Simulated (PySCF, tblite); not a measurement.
**C₆H₈BFO: geometry, infrared bands and NMR shifts**

Aim: predict the infrared bands and NMR shifts of C₆H₈BFO (`CC#CB/C=C(/F)OC`).

Computed with tblite 0.8.0 and PySCF 2.14.0, with density-fitted response routines of our own, on a single molecule in the gas phase. Atoms are numbered from 0 throughout.

## (1) Starting geometry

17 atoms, charge 0, multiplicity 1; geometry from: force field or distance geometry start.

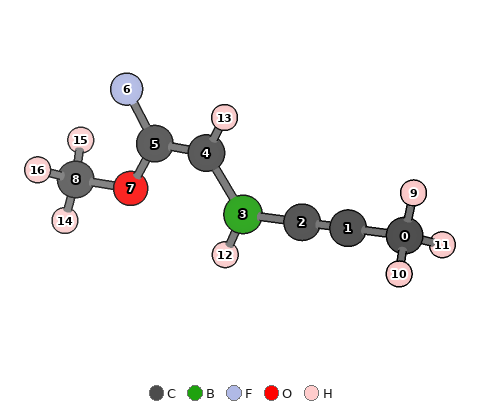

The starting geometry (carbon dark grey, boron green, fluorine light blue, oxygen red, hydrogen pink), atoms numbered.

## (2) Optimising the geometry with GFN2-xTB

The job: settings as JSON, then the geometry in Å.

```
{"job": {"kind": "relax", "xc": "GFN2-xTB", "basis": "xTB"}, "charge": 0, "multiplicity": 1}
C      4.510300     0.017800     0.544100
C      3.078800    -0.052900     0.184000
C      1.924600    -0.125200    -0.092000
B      0.427300    -0.195100    -0.470700
C     -0.654600     0.368000     0.526900
C     -1.966300     0.329900     0.257800
F     -2.827700     0.853400     1.163800
O     -2.438600    -0.229500    -0.919100
C     -3.828500    -0.289600    -1.218300
H      4.607400     0.514300     1.536300
H      4.924300    -1.004400     0.593400
H      5.038100     0.605300    -0.223800
H      0.107900    -0.697600    -1.477300
H     -0.309500     0.813900     1.443700
H     -3.981400    -0.765900    -2.202900
H     -4.254700     0.742700    -1.249300
H     -4.364500    -0.873100    -0.440100
```

The run is started by

```console
$ OMP_NUM_THREADS=1 python probes_run.py task.json out
```

This one command runs all jobs of the session in turn.

What it wrote:

```text
step      E/eV     max force
  0    -730.94076    3.263
  1    -730.87455    6.532
  2    -731.11699    0.950
  3    -731.15768    0.596
  4    -731.19172    0.753
  5    -731.20985    0.452
  6    -731.22126    0.312
  7    -731.22990    0.290
  8    -731.23442    0.206
  9    -731.23771    0.174
 10    -731.24068    0.168
 11    -731.24380    0.173
 12    -731.24714    0.191
 13    -731.25031    0.177
 14    -731.25280    0.153
 15    -731.25483    0.130
 16    -731.25649    0.119
 17    -731.25756    0.105
 18    -731.25810    0.053
 19    -731.25844    0.045
 20    -731.25880    0.059
 21    -731.25924    0.059
 22    -731.25972    0.051
 23    -731.26023    0.052
 24    -731.26078    0.065
 25    -731.26136    0.076
 26    -731.26187    0.077
 27    -731.26226    0.070
 28    -731.26262    0.059
 29    -731.26304    0.064
 30    -731.26344    0.050
 31    -731.26367    0.034
 32    -731.26379    0.033
 33    -731.26388    0.029
 34    -731.26402    0.035
 35    -731.26417    0.038
 36    -731.26429    0.022
 37    -731.26436    0.018
 38    -731.26441    0.018
 39    -731.26446    0.019
 40    -731.26449    0.018
 41    -731.26452    0.021
 42    -731.26457    0.021
 43    -731.26468    0.035
 44    -731.26492    0.064
 45    -731.26540    0.094
 46    -731.26610    0.103
 47    -731.26671    0.071
 48    -731.26705    0.033
 49    -731.26721    0.033
 50    -731.26735    0.029
 51    -731.26746    0.025
 52    -731.26752    0.010
 53    -731.26754    0.007
```

Run time: 0.27 s. Hardware: 1 thread of Arm Neoverse V2, shared host.

Relaxation path: (not every step is listed) (the energy doesn't fall at every step)

```csv
step,energy from step 0 (eV),largest force (eV/Å)
0,0.0000,3.2630
1,0.0662,6.5322
2,-0.1762,0.9503
3,-0.2169,0.5960
4,-0.2510,0.7535
5,-0.2691,0.4521
6,-0.2805,0.3123
7,-0.2891,0.2898
8,-0.2937,0.2055
12,-0.3064,0.1906
16,-0.3157,0.1192
20,-0.3180,0.0588
24,-0.3200,0.0655
28,-0.3219,0.0588
32,-0.3230,0.0326
36,-0.3235,0.0222
40,-0.3237,0.0185
44,-0.3242,0.0637
48,-0.3263,0.0330
49,-0.3265,0.0332
50,-0.3266,0.0292
51,-0.3267,0.0253
52,-0.3268,0.0105
53,-0.3268,0.0073
```

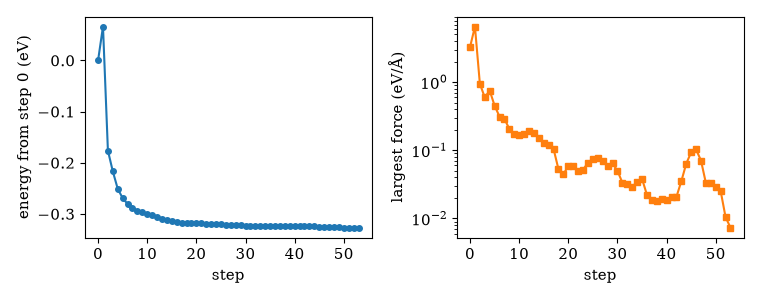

Energy and force, step by step.

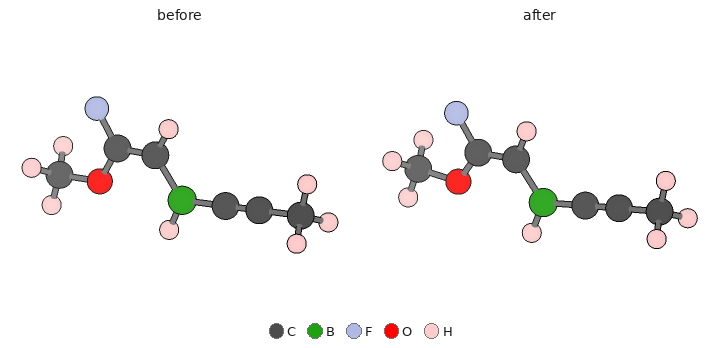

Before and after, at one scale.

Close pairs (by a distance rule), those that changed most:

```
  bond  before (Å)  after (Å)  change (Å)
 C5–O7       1.386      1.328      -0.058
 C2–B3       1.546      1.501      -0.045
 B3–C4       1.576      1.534      -0.041
 C0–C1       1.478      1.445      -0.032
C8–H15       1.117      1.093      -0.024
 C0–H9       1.114      1.090      -0.023
 C1–C2       1.189      1.209      +0.020
C8–H16       1.111      1.094      -0.017
```

The next job starts from the end point, and lists it.

## (3) Infrared spectrum with GFN2-xTB

The job: settings as JSON, then the geometry in Å.

```
{"job": {"kind": "ir", "xc": "GFN2-xTB", "basis": "xTB"}, "charge": 0, "multiplicity": 1}
C      4.473715     0.054034     0.609111
C      3.087604    -0.047019     0.212197
C      1.930190    -0.136331    -0.125483
B      0.495986    -0.251483    -0.552014
C     -0.598195     0.291641     0.376571
C     -1.907183     0.249530     0.106108
F     -2.804449     0.760982     0.988180
O     -2.468114    -0.260733    -0.984112
C     -3.878734    -0.221966    -1.100040
H      4.562763     0.541207     1.580542
H      4.912673    -0.942430     0.668782
H      5.027552     0.633341    -0.130245
H      0.221913    -0.748914    -1.576724
H     -0.349804     0.751649     1.323060
H     -4.106287    -0.688500    -2.055677
H     -4.248022     0.807211    -1.092434
H     -4.358606    -0.780192    -0.291337
```

What it wrote:

```text
mode    cm-1     km/mol
  1       4.9      0.23
  2      38.0      2.67
  3      60.0      1.68
  4      75.6      2.60
  5     147.7      0.16
  6     166.2      0.29
  7     180.7      4.57
  8     206.4      0.03
  9     265.6      3.34
 10     292.2      7.33
 11     358.7      0.01
 12     363.7      2.29
 13     448.8      9.21
 14     578.1     14.92
 15     584.8      2.82
 16     704.1    111.64
 17     786.0     49.90
 18     841.4    101.76
 19     844.2     28.49
 20     987.0     64.21
 21    1006.3      7.10
 22    1025.0     23.42
 23    1042.5    165.72
 24    1082.0     57.87
 25    1121.5      1.31
 26    1131.2    130.33
 27    1160.0     44.84
 28    1235.2    144.58
 29    1334.1     84.92
 30    1384.5      0.43
 31    1404.7      5.09
 32    1451.7      9.71
 33    1453.6      5.29
 34    1460.1      7.74
 35    1466.4     11.29
 36    1644.8   1141.28
 37    2309.9    319.18
 38    2628.1    122.16
 39    2958.7     21.57
 40    2971.3     34.64
 41    2994.8     26.53
 42    2994.9     21.79
 43    3003.6     36.12
 44    3045.1      8.47
 45    3078.1     20.13
```

Wall time 0.46 s (1 thread of Arm Neoverse V2, shared host).

Which atoms move in the most intense modes:

```csv
cm⁻¹,km/mol,atoms
704,111.6,"H12 53 %, B3 36 %"
841,101.8,"C4 24 %, O7 22 %, F6 19 %, C8 13 %"
1042,165.7,"C5 19 %, O7 18 %, C8 18 %"
1131,130.3,"O7 34 %, H13 26 %, C8 20 %"
1235,144.6,"B3 28 %, C2 15 %, C1 14 %, C5 12 %"
1645,1141.3,"C5 58 %, C4 39 %"
2310,319.2,"C1 52 %, C2 47 %"
2628,122.2,H12 92 %
```

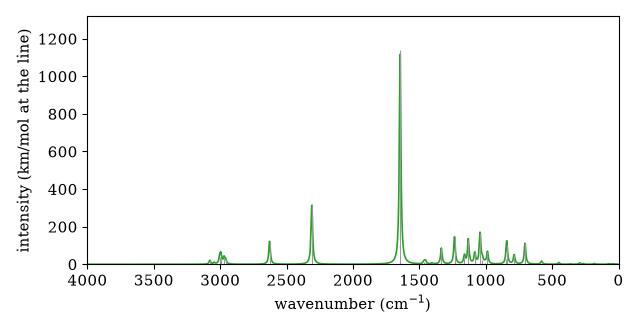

The infrared spectrum from these modes, unscaled. Lines are broadened to a width of 14 cm⁻¹ (Lorentzian).

## (4) Shielding tensors: PBE0/pcSseg-1

Settings changed since step 3:

```diff
@@ -1,2 +1,2 @@
-{"job": {"kind": "ir", "xc": "GFN2-xTB", "basis": "xTB"}, "charge": 0, "multiplicity": 1}
+{"job": {"kind": "nmr", "xc": "PBE0", "basis": "pcSseg-1"}, "charge": 0, "multiplicity": 1}
 C      4.473715     0.054034     0.609111
```

Method: GIAO PBE0/pcSseg-1 NMR shielding, non-relativistic, gas phase.

What it wrote:

```text
coarse grid: 14736 points
cycle   1  E = -432.5457560586  dE =  1.273e+00  |g| = 7.907e-01  |ddm| = 3.921e+00
cycle   2  E = -432.3732589519  dE =  1.725e-01  |g| = 1.188e+00  |ddm| = 1.449e+00
cycle   3  E = -432.6713238357  dE = -2.981e-01  |g| = 2.133e-01  |ddm| = 9.670e-01
cycle   4  E = -432.6806110506  dE = -9.287e-03  |g| = 9.476e-02  |ddm| = 2.253e-01
cycle   5  E = -432.6825831888  dE = -1.972e-03  |g| = 2.940e-02  |ddm| = 8.334e-02
cycle   6  E = -432.6827817006  dE = -1.985e-04  |g| = 7.926e-03  |ddm| = 2.599e-02
cycle   7  E = -432.6827936552  dE = -1.195e-05  |g| = 2.719e-03  |ddm| = 7.230e-03
cycle   8  E = -432.6827952903  dE = -1.635e-06  |g| = 5.493e-04  |ddm| = 2.415e-03
final grid: 144248 points
cycle   9  E = -432.7527565037  dE = -4.027e-05  |g| = 1.133e-02  |ddm| = 3.706e-02
cycle  10  E = -432.7527332841  dE =  2.322e-05  |g| = 1.624e-02  |ddm| = 1.688e-02
cycle  11  E = -432.7527815691  dE = -4.829e-05  |g| = 1.989e-03  |ddm| = 1.019e-02
cycle  12  E = -432.7527824444  dE = -8.752e-07  |g| = 3.226e-04  |ddm| = 1.661e-03
cycle  13  E = -432.7527824606  dE = -1.624e-08  |g| = 1.566e-04  |ddm| = 3.245e-04
cycle  14  E = -432.7527824650  dE = -4.437e-09  |g| = 4.756e-05  |ddm| = 1.274e-04
cycle  15  E = -432.7527824655  dE = -5.014e-10  |g| = 2.181e-05  |ddm| = 5.024e-05
converged SCF energy = -432.7527824655

GIAO shielding tensors (ppm)
atom      isotropic    diamagn.    paramagn.     s11        s22        s33       span
  0 C      179.213     251.807     -72.594    172.118    173.311    192.211     20.093
  1 C       49.765     277.276    -227.510    -17.954      7.823    159.426    177.380
  2 C       86.343     255.407    -169.064     -7.073     -5.920    272.022    279.096
  3 B       52.135     197.298    -145.163     -6.223     28.833    133.794    140.017
  4 C       93.226     258.489    -165.264     15.016    100.646    164.016    148.999
  5 C        4.463     257.725    -253.262    -89.131     47.469     55.053    144.184
  6 F      229.538     476.728    -247.190    152.095    256.980    279.540    127.445
  7 O      208.531     401.459    -192.929    105.538    246.705    273.348    167.810
  8 C      131.634     239.491    -107.858    104.051    110.423    180.427     76.376
  9 H       29.428      29.260       0.168     24.393     28.034     35.857     11.463
 10 H       29.381      26.954       2.427     24.823     27.657     35.662     10.840
 11 H       29.386      26.718       2.669     24.830     27.658     35.671     10.841
 12 H       25.581      32.262      -6.681     22.544     25.058     29.140      6.597
 13 H       26.546      33.750      -7.204     23.962     24.737     30.940      6.978
 14 H       27.746      26.618       1.129     23.862     26.025     33.353      9.492
 15 H       27.693      26.387       1.306     24.050     25.613     33.415      9.365
 16 H       27.696      26.510       1.186     24.057     25.610     33.420      9.363
```

Wall time 35 s (1 thread of Arm Neoverse V2, shared host); peak memory 0.99 GiB.

Shifts follow as δ = σ(reference) − σ, with reference shieldings (ppm) from runs at the same level and on the same kind of geometry: ¹H TMS 31.72, ¹³C TMS 186.9, ¹⁹F CFCl3 170.9, ¹⁷O H2O 336.1, ¹¹B BF3·OEt2 100.1. The references are single molecules in the gas phase, so shifts against H2O, NH3, PH3, H3PO4 or CFCl3 are not on the usual liquid scales and can be off by tens of ppm. Atoms listed in one row are averaged.

```csv
atoms,environment,σ (ppm),δ (ppm),δ scaled to CDCl3
C5,alkene carbon bearing oxygen,4.5,182.5,176.2
C1,alkyne carbon,49.8,137.2,132.0
C2,alkyne carbon,86.3,100.6,96.3
C4,β carbon of an enol-ether or enamine type C=C,93.2,93.7,89.5
C8,methyl carbon bonded to O,131.6,55.3,52.0
C0,propargylic methyl carbon,179.2,7.7,5.6
H12,hydrogen on a boron bonded to 2 C,25.58,6.14,–
H13,hydrogen on a β carbon of an enol-ether or enamine type C=C,26.55,5.17,4.98
"H14, H15, H16",hydrogen on a methyl carbon bonded to O,27.71,4.01,3.88
"H9, H10, H11",hydrogen on a propargylic methyl carbon,29.40,2.32,2.29
B3,"boron bonded to 2 C, H",52.1,47.9,–
F6,vinylic fluorine,229.5,-58.6,–
O7,ether oxygen,208.5,127.5,–
```

The scaled column applies a straight-line fit of computed shieldings to shifts measured in CDCl3, and one for carbons that bear F (root-mean-square error 0.16 ppm for H, 1.9 ppm for C).

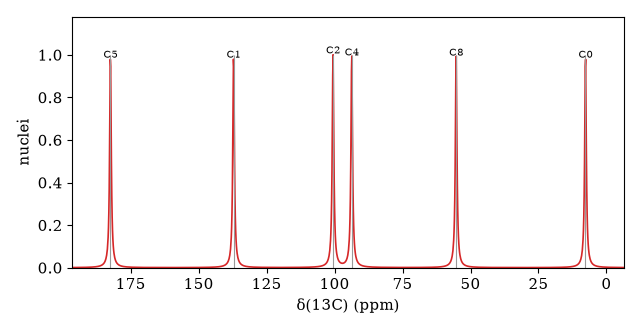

¹³C lines at the computed shifts, without couplings. Lines are broadened to a width of 0.70 ppm (Lorentzian).

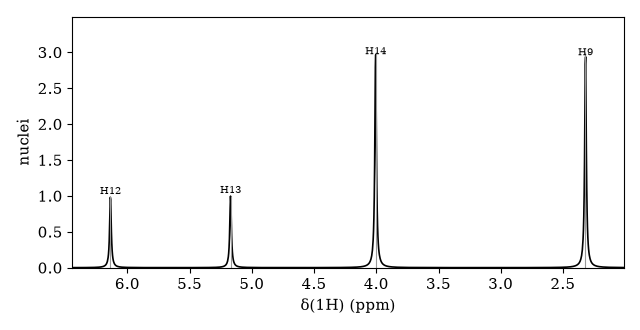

¹H lines at the computed shifts, without couplings. Lines are broadened to a width of 0.02 ppm (Lorentzian).

The run also stored atomic charges by several schemes (e):

```
atoms  Mulliken    IAO  Hirshfeld  ESP fit
   C0     -0.16  -0.44      -0.09    -0.56
   C1     -0.24   0.00      -0.02     0.29
   C2     -0.22  -0.17      -0.14    -0.57
   B3      0.35   0.07       0.10     0.62
   C4     -0.44  -0.39      -0.19    -0.81
   C5      0.53   0.52       0.19     0.65
   F6     -0.28  -0.27      -0.07    -0.21
   O7     -0.44  -0.30      -0.08    -0.23
   C8     -0.04  -0.21      -0.03    -0.25
```

IAO charges:

C0 -0.44; C1 0.00; C2 -0.17; B3 0.07; C4 -0.39; C5 0.52; F6 -0.27; O7 -0.30; C8 -0.21; H9 0.17; H10 0.18; H11 0.18; H12 0.02; H13 0.17; H14 0.17; H15 0.15; H16 0.15

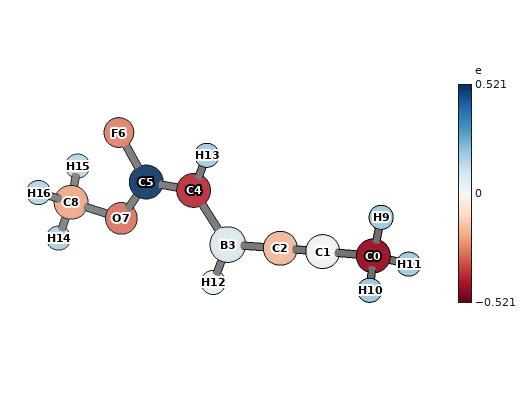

IAO charges, as colours on the atoms.

Mayer bond orders: C0–C1 1.18, C1–C2 2.50, C2–B3 1.13, B3–C4 1.06, C4–C5 1.67, C5–F6 0.93, C5–O7 1.12, O7–C8 0.87.

Orbitals, density, ELF and potential are computed afterwards from the orbital file.

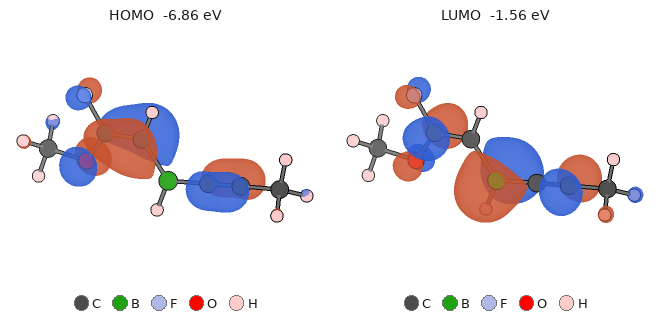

Frontier orbitals at PBE0/pcSseg-1; each surface holds 70 % of the orbital's density, blue and red mark the sign.

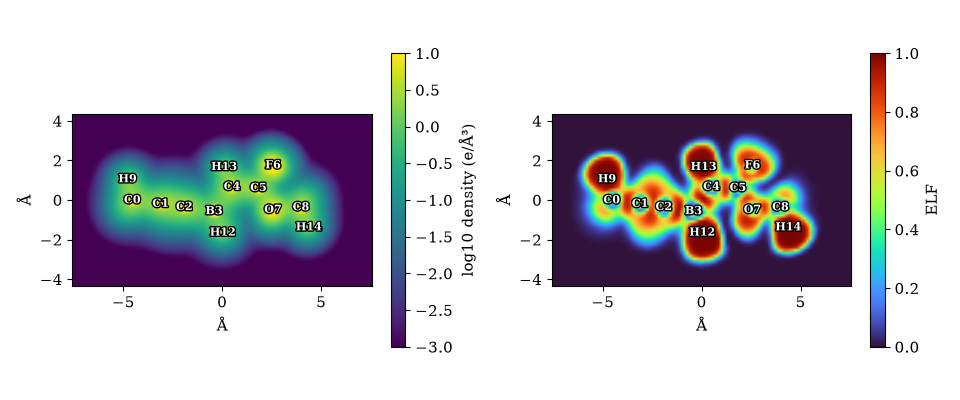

Density (left) and ELF (right) in a plane through or near 13 of the atoms.

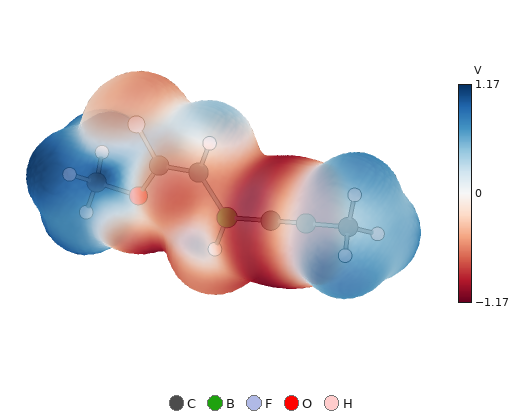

The potential that a unit positive charge feels on the 0.002 e/bohr³ surface, from -1.11 V near C2 to 1.17 V near H14.

## (5) Outcome

| quantity | value |
| --- | --- |
| strongest single infrared mode (GFN2-xTB) | 1645 cm⁻¹, 1141 km/mol |
| zero-point energy (GFN2-xTB) | 77.7 kcal/mol |
| ¹³C shifts against TMS (PBE0/pcSseg-1) | 182.5, 137.2, 100.6, 93.7, 55.3, 7.7 ppm |
| ¹H shifts against TMS (PBE0/pcSseg-1, means over atoms taken as alike) | 6.14, 5.17, 4.01, 2.32 ppm |
| ¹¹B shifts against BF3·OEt2 (PBE0/pcSseg-1) | 47.9 ppm |
| ¹⁹F shifts against CFCl3 (PBE0/pcSseg-1) | -58.6 ppm |
| ¹⁷O shifts against H2O (PBE0/pcSseg-1) | 127.5 ppm |
| surface potential, least and greatest | -1.11 V and 1.17 V |

What this shows: Relaxing lowered the energy by 0.327 eV in 53 steps; the close pair that moved most is C5–O7, from 1.386 to 1.328 Å. No mode is imaginary among the 45: a minimum at this level. The strongest single mode, at 1645 cm⁻¹, moves mainly C5 and C4. Unscaled tight-binding wavenumbers are off by several per cent, some by more. Its intensities can rank the bands wrongly. C5 (alkene carbon bearing oxygen) lies farthest downfield among carbon, at 182.5 ppm; an sp2 carbon further deshielded by the attached heteroatom. At PBE0/pcSseg-1: The widest tensor belongs to C2: span 279 ppm, with a paramagnetic part of -169 ppm. By nearest atom (PBE0/pcSseg-1), the HOMO sits on C4 33 %; O7 14 % and the LUMO on B3 35 %; C1, C5 about 17 % each.
